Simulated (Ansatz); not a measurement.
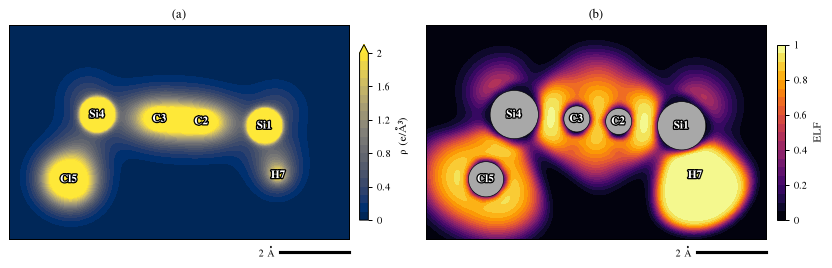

*C$_{2}$H$_{5}$ClSi$_{2}$ (SMILES [SiH3]C#C[SiH2]Cl). (a) electron density; (b) ELF on the plane of atoms C2, Si1 and H7. Grey discs cover the atomic cores in the ELF map.*

Geometry: PBE0-D4/def2-TZVP.

Level of theory: RKS PBE0-D4/def2-TZVPP (Ansatz).

```xyz
10

Si   -1.1912   -2.1466    0.0637
C    -0.2996   -0.5505    0.0622
C     0.2960    0.5074    0.0530
Si    1.1880    2.0903    0.0548
Cl    1.4491    2.7319   -1.8739
H    -2.5033   -1.9663    0.7301
H    -1.3892   -2.5852   -1.3384
H    -0.3832   -3.1480    0.8004
H     2.5199    1.9096    0.6704
H     0.3967    3.1064    0.7806
```

### What do the fields say about this system?

The plane passes through Si, C, Cl and H nuclei. C–C (1.21 Å): the density is about 2.9 e/Å³ at the midpoint; the ELF peaks at about 0.85 between the atoms (a short, multiple covalent bond). C–Si (1.82 Å): ρ is about 1 e/Å³ halfway; the ELF peaks at about 0.95 between the atoms; a shared electron pair. Si–Cl (2.05 Å): the density is about 0.91 e/Å³ at the midpoint; the ELF peaks at about 0.90 between the atoms (a polar covalent bond). Si–H (1.48 Å): ρ at the midpoint is about 0.81 e/Å³; the ELF climbs to about 1 towards the hydrogen, as it does in any bond to H. The ELF also peaks beside Cl5, away from the bonds: lone-pair regions.
